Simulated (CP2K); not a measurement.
# SiNH5 (SMILES [SiH3]N) at GFN2-xTB

Aim: the energy change on altering one bond length of SiNH5 at GFN2-xTB, from 2 runs. 

Program for the calculation: CP2K 2026.2.

3 further runs of the same task are left out: 3 set aside as unsound or not needed.

## Step 1: The molecule

The species is SiNH5 (7 atoms), meant as a singlet with charge 0. As SMILES, `[SiH3]N`. The shape is that of a PBE0-D4/def2-TZVP optimisation.

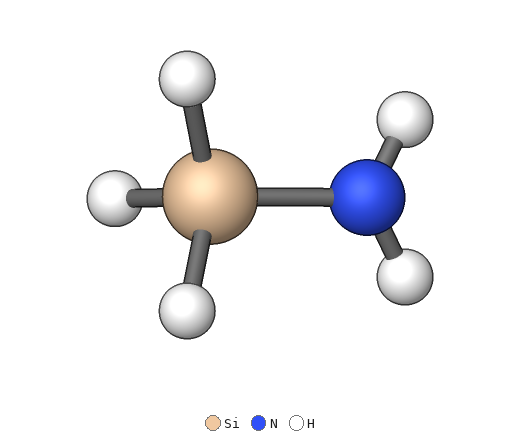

Viewed from a chosen angle; silicon light orange, nitrogen blue, hydrogen white.

## Step 2: A single-point energy at GFN2-xTB

The input, gas.inp:

```
&force_eval
 method Quickstep
 &dft
  &qs
   method XTB
   eps_default 1.0E-10
   &xtb
    gfn_type TBLITE
    &tblite
     method GFN2
    &end tblite
    check_atomic_charges F
   &end xtb
  &end qs
  &poisson
   periodic NONE
   poisson_solver ANALYTIC
  &end poisson
  &scf
   scf_guess ATOMIC
   eps_scf 1.0E-07
   max_scf 150
   added_mos 4
   &diagonalization
    algorithm STANDARD
   &end diagonalization
   &mixing
    method DIRECT_P_MIXING
    alpha 0.4
   &end mixing
   &smear ON
    method FERMI_DIRAC
    electronic_temperature [K] 300
   &end smear
  &end scf
  &print
   &moments
    periodic F
    reference COM
    max_moment 1
   &end moments
   &mo ON
    energies T
    occupation_numbers T
    ndigits 6
    &each
     qs_scf 0
    &end each
    add_last NUMERIC
   &end mo
   &hirshfeld OFF
   &end hirshfeld
  &end print
 &end dft
 &subsys
  &cell
   abc 13.4 12.9 13
   periodic NONE
  &end cell
  &coord
   Si     6.389025     6.391350     6.339895
   N      7.413795     7.032720     7.563525
   H      6.783715     4.977720     6.108915
   H      4.988865     6.466960     6.831185
   H      6.434105     7.086780     5.018275
   H      7.193615     7.922280     7.981725
   H      8.411135     6.910560     7.492175
  &end coord
 &end subsys
&end force_eval
&global
 project_name gas
 run_type ENERGY
 print_level MEDIUM
&end global
```

On the command line:

```sh
$ OMP_NUM_THREADS=1 cp2k.psmp -i gas.inp -o gas.out
```

Standard output:

```text
CP2K| version string:                                       CP2K version 2026.2
[...]
 GLOBAL| Method name                                                        CP2K
[...]
 GLOBAL| Run type                                                         ENERGY
[...]
                             - Atoms:                                          7
[...]
                             - Spherical basis functions:                     18
[...]
 Number of electrons:                                                         14
[...]
  *** SCF run converged in    17 steps ***
[...]
  Fermi energy:                                                -0.19529861236478
[...]
 TB_DIPOLE| Moment [Debye]          0.54424660       0.55473811       0.20733488
 TB_DIPOLE| Derivative [a.u.]       0.00000000       0.00000000       0.00000000
[...]
 ENERGY| Total FORCE_EVAL ( QS ) energy [hartree]             -7.210856765258338
[...]
```

Wall time 1.2 s (1 thread of Intel Xeon at 2.70GHz, shared host); peak memory 0.19 GiB.

## Step 3: The distorted shape at the same level

The input, gas.inp:

```
&GLOBAL
  PROJECT_NAME gas
  RUN_TYPE ENERGY
  PRINT_LEVEL MEDIUM
&END GLOBAL
&FORCE_EVAL
  METHOD QS
  &DFT
    &QS
      METHOD XTB
      EPS_DEFAULT 1.0E-10
      &XTB
        GFN_TYPE TBLITE
        &TBLITE
          METHOD GFN2
        &END TBLITE
        CHECK_ATOMIC_CHARGES F
      &END XTB
    &END QS
    &POISSON
      PERIODIC NONE
      POISSON_SOLVER ANALYTIC
    &END POISSON
    &SCF
      SCF_GUESS ATOMIC
      EPS_SCF 1.0E-07
      MAX_SCF 150
      ADDED_MOS 4
      &DIAGONALIZATION
        ALGORITHM STANDARD
      &END DIAGONALIZATION
      &MIXING
        METHOD DIRECT_P_MIXING
        ALPHA 0.4
      &END MIXING
      &SMEAR ON
        METHOD FERMI_DIRAC
        ELECTRONIC_TEMPERATURE [K] 300
      &END SMEAR
    &END SCF
    &PRINT
      &MOMENTS
        PERIODIC F
        REFERENCE COM
        MAX_MOMENT 1
      &END MOMENTS
      &MO ON
        ENERGIES T
        OCCUPATION_NUMBERS T
        NDIGITS 6
        &EACH
          QS_SCF 0
        &END EACH
        ADD_LAST NUMERIC
      &END MO
      &HIRSHFELD OFF
      &END HIRSHFELD
    &END PRINT
  &END DFT
  &SUBSYS
    &CELL
      ABC 13.4 13.7 13.3
      PERIODIC NONE
    &END CELL
    &COORD
      Si     6.389025     6.435513     6.322609
      N      7.413795     7.076883     7.546239
      H      6.783715     5.021883     6.091629
      H      4.988865     6.511123     6.813899
      H      6.434105     7.130943     5.000989
      H      7.017465     8.678117     8.299011
      H      8.411135     6.954723     7.474889
    &END COORD
  &END SUBSYS
&END FORCE_EVAL
```

On the command line:

```sh
$ OMP_NUM_THREADS=1 cp2k.psmp gas.inp > gas.out
```

Standard output:

```text
CP2K| version string:                                       CP2K version 2026.2
[...]
 GLOBAL| Method name                                                        CP2K
[...]
 GLOBAL| Run type                                                         ENERGY
[...]
                             - Atoms:                                          7
[...]
                             - Spherical basis functions:                     18
[...]
 Number of electrons:                                                         14
[...]
  *** SCF run converged in    20 steps ***
[...]
  Fermi energy:                                                -0.35024168154835
[...]
 TB_DIPOLE| Moment [Debye]          0.71886160       0.43408413       0.29644931
 TB_DIPOLE| Derivative [a.u.]       0.00000000       0.00000000       0.00000000
[...]
 ENERGY| Total FORCE_EVAL ( QS ) energy [hartree]             -7.091601420224422
[...]
```

Run time: 1.2 s. Hardware: 1 thread of Intel Xeon at 2.70GHz, shared host; peak memory 0.19 GiB.

## Step 4: Results

At GFN2-xTB:

```
                                                         quantity         value
                                        first shape: total energy   -7.21086 Eh
           first shape: dipole moment (from atomic charges alone)        0.80 D
                                         first shape: HOMO energy     -10.40 eV
                                         first shape: LUMO energy      -4.40 eV
                                       first shape: HOMO–LUMO gap       6.00 eV
                                   first shape: dispersion energy  -6.98 kJ/mol
                                    distorted shape: total energy   -7.09160 Eh
       distorted shape: dipole moment (from atomic charges alone)        0.89 D
                                     distorted shape: HOMO energy     -10.30 eV
                                     distorted shape: LUMO energy      -8.76 eV
                                   distorted shape: HOMO–LUMO gap       1.54 eV
                               distorted shape: dispersion energy  -7.42 kJ/mol
energy change with the N2–H6 bond stretched from 1.007 to 1.813 Å      3.245 eV
```

**Reading.** One bond (distorted shape) is far stretched, which a spin-restricted single reference describes badly. With the N2–H6 bond stretched from 1.007 to 1.813 Å the energy rises by 3.25 eV (75 kcal/mol). The first shape isn't relaxed at this level, so the change isn't measured from a minimum. A restricted reference can't describe the breaking bond well at this length. The dipole (first shape) comes from point charges on the atoms alone, without atomic dipoles, so it is partial. The dipole (distorted shape) comes from point charges on the atoms alone, without atomic dipoles, so it is partial.
